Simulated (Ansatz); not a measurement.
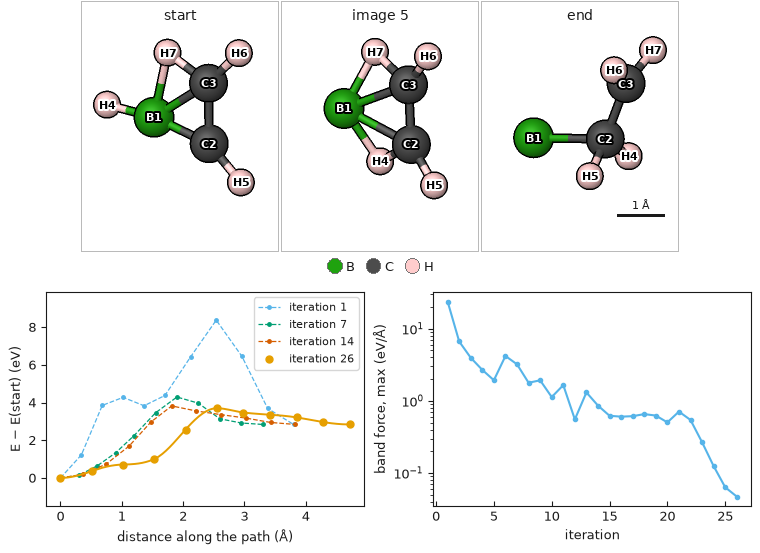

NEB run on C$_{2}$H$_{4}$B (charge +1). Images are numbered from 0 (start) to 10 (end). The plot follows the band through its iterations. The picture is a ball-and-stick view, seen at a tilt.

Method: RKS PBE0-D4/def2-SVPD (Ansatz). Set-up: 9 movable images; climbing image; force threshold 0.05 eV/Å; iteration limit 60; starting path through a guess of the saddle point.

Q: Did the band converge, and can the barrier be trusted?

A: The result is final at these settings. The band converged in 26 iterations. The largest component of the band force went from 24 to 0.047 eV/Å. The climbing image converged on the top of the path. Its vibrational analysis gives one imaginary mode (795i cm⁻¹), as a transition state must have. The first iteration put the highest image at 8.37 eV. Forward barrier 3.70 eV, backward barrier 0.86 eV, with image 5 at the top; the reaction energy is +2.84 eV.
